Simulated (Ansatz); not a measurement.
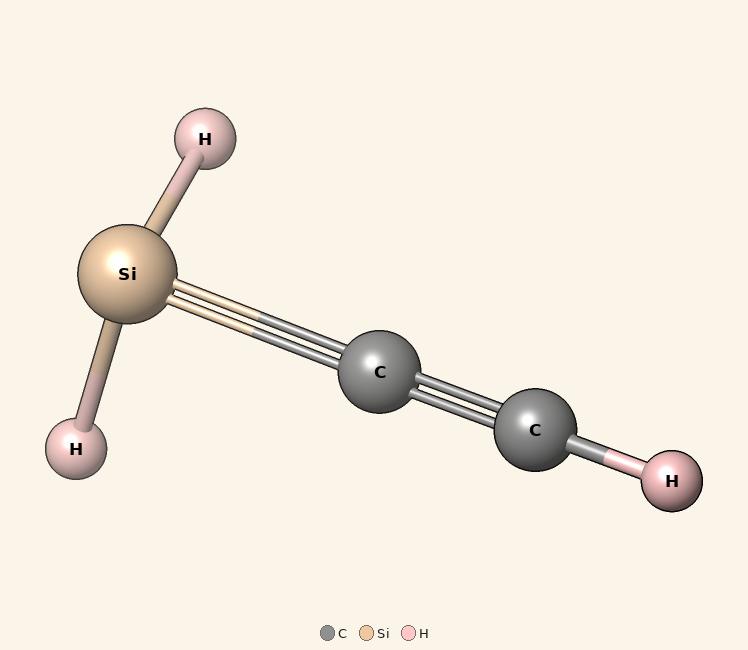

Depth is shown by fading: the farther an atom, the more it takes the colour of the background. State: charge −1, singlet. The geometry was computed by an optimisation with PBE0-D4/def2-TZVPD. No frequency run is at hand to confirm it as a minimum.

List the symmetry elements and name the point group.

It has 1 mirror plane, so the point group is Cs. The group has 2 operations. The geometry is achiral, and symmetry allows a dipole moment.
